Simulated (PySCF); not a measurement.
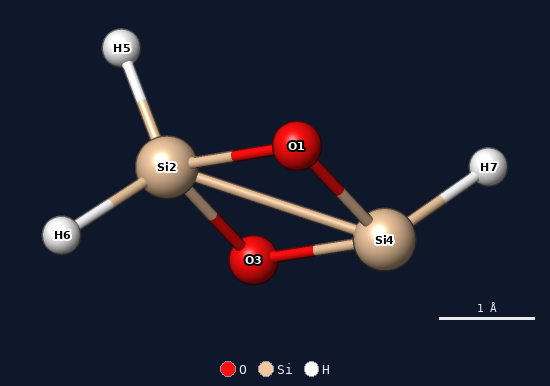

The structure as given in the input (ball-and-stick view, seen at a tilt; atoms are numbered from 1 in the order of the input).

## EPR calculation of Si2H3O2

Si2H3O2, multiplicity 2, computed with UKS B3LYP, IGLO-III on O Si, pcH-1 on H, non-relativistic, mean-field spin-orbit, GIAO (PySCF 2.14.0).

**Output**
```
UKS, coarse grid
  cycle   1  E = -731.21358261  |g| = 8.36e-01
  cycle   2  E = -730.48342097  |g| = 1.59e+00
  cycle   3  E = -731.45527946  |g| = 7.66e-02
  cycle   4  E = -731.45765074  |g| = 3.16e-02
  cycle   5  E = -731.45804097  |g| = 3.70e-03
  cycle   6  E = -731.45804588  |g| = 2.44e-03
  cycle   7  E = -731.45804870  |g| = 1.40e-03
  cycle   8  E = -731.45804876  |g| = 2.33e-04
UKS, final grid
  cycle   1  E = -731.45800152  |g| = 3.55e-04
  cycle   2  E = -731.45800140  |g| = 6.85e-04
  cycle   3  E = -731.45800157  |g| = 6.58e-05
  cycle   4  E = -731.45800157  |g| = 2.00e-05
E = -731.45800157 Eh   <S^2> = 0.7522 (exact 0.7500)
g shifts (ppm)      1          2          3
  rmc          -165       -165       -165
  gc             71          9         72
  oz_so       -2415        -30        761
  total       -2510       -187        667
hyperfine (MHz)  atom isotope    a_iso     a_fc   dipolar eigenvalues
    0   17O     -24.94     -24.85    -23.84     11.67     12.17
    1  29Si      -0.22      -0.22     -1.61      0.64      0.97
    2   17O     -24.74     -24.65    -23.78     11.64     12.14
    3  29Si    -802.78    -803.88   -130.95     62.49     68.46
    4    1H      21.51      21.51     -1.14     -0.97      2.11
    5    1H      -2.76      -2.76     -1.33     -1.25      2.58
    6    1H     291.14     291.14     -5.30     -0.83      6.14
```

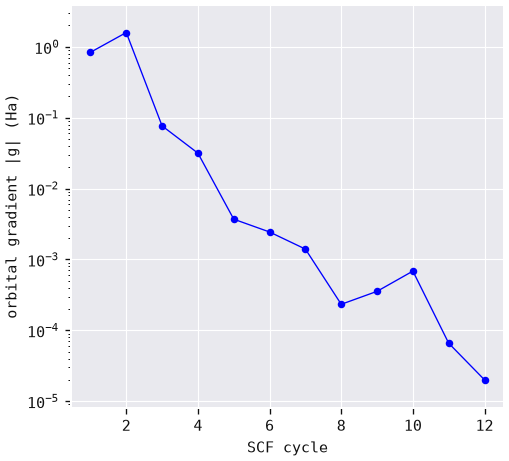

Convergence of the self-consistent field: orbital gradient |g| against the SCF cycle. All cycles printed in the log are drawn one after another.

This output came from the following input.

**Input file**
```
{"job": {"kind": "epr"}, "charge": 0, "multiplicity": 2}
O      0.304643    -0.287996     1.132779
Si    -0.886471     0.193304     0.022804
O      0.139543    -0.240919    -1.257091
Si     1.339645    -0.733689    -0.148435
H     -1.179300     1.649642     0.071393
H     -2.132599    -0.611294     0.096712
H      2.576008     0.126229    -0.220067
```

The first line tells a small driver script what to run in PySCF; the rest is the geometry in Å.

Run as:
```bash
OMP_NUM_THREADS=1 python <driver script> task.json out
```

**Key numbers**

```tsv
quantity	value
outcome	converged
total energy	−731.458002 hartree
⟨S²⟩	0.752
isotropic g	2.0016
hardware	1 CPU thread, shared host
wall time	23 s
peak memory	0.61 GiB
```
